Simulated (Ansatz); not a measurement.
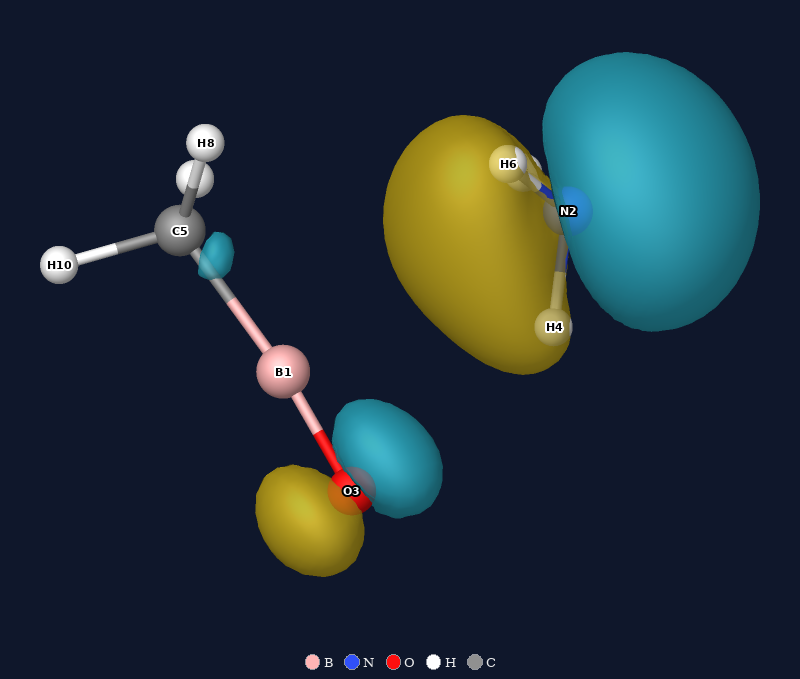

Figure 1: CH₃BO···NH₃. The HOMO at ±0.1 Å⁻³ᐟ² (yellow and cyan are the two phases), seen across its widest extent.

All numbers below come from Ansatz, UKS B3LYP-D4/def2-SVP.

Input

```
crystal:
  periodic: [false, false, false]
  atoms:
    - { symbol: B, position_ang: [-0.33, -0.4029, -0.1942] }
    - { symbol: "N", position_ang: [1.2891, -0.5717, 0.5833] }
    - { symbol: O, position_ang: [-0.4645, -1.6615, -0.3811] }
    - { symbol: H, position_ang: [0.6848, -1.7034, 0.1822] }
    - { symbol: C, position_ang: [-1.0373, 0.9741, -0.4159] }
    - { symbol: H, position_ang: [1.3902, -0.3618, 1.5668] }
    - { symbol: H, position_ang: [2.1042, -0.2375, 0.0869] }
    - { symbol: H, position_ang: [-0.9548, 1.6127, 0.4599] }
    - { symbol: H, position_ang: [-0.5895, 1.5109, -1.2491] }
    - { symbol: H, position_ang: [-2.0922, 0.8412, -0.6388] }
magnetization:
  spin_polarized: true
basis:
  gaussian: { orbitals: def2-SVP }
hamiltonian:
  xc: b3lyp
  dispersion: d4
relax:
  f_tol: 0.15
  max_steps: 25
  restrain:
    - { distance: [3, 1], at: 1.02, k: 30.0 }
    - { distance: [0, 1], at: 2.85, k: 30.0 }
    - { distance: [3, 2], at: 2.27, k: 30.0 }
output:
  orbitals: {}
```

Launched as:

```sh
ansatz run input.yaml --threads 2 --pin off --max-ram 3072MiB --backend cpu --events-out ev --progress --plain --runs-dir out
```

The fields are those of the run's last geometry, not of the input's.

**What is the character of this orbital?**

Its weight (Hirshfeld) is mainly on N2 (about 75 %); largely a lone pair of N2. Its energy is −6.96 eV.
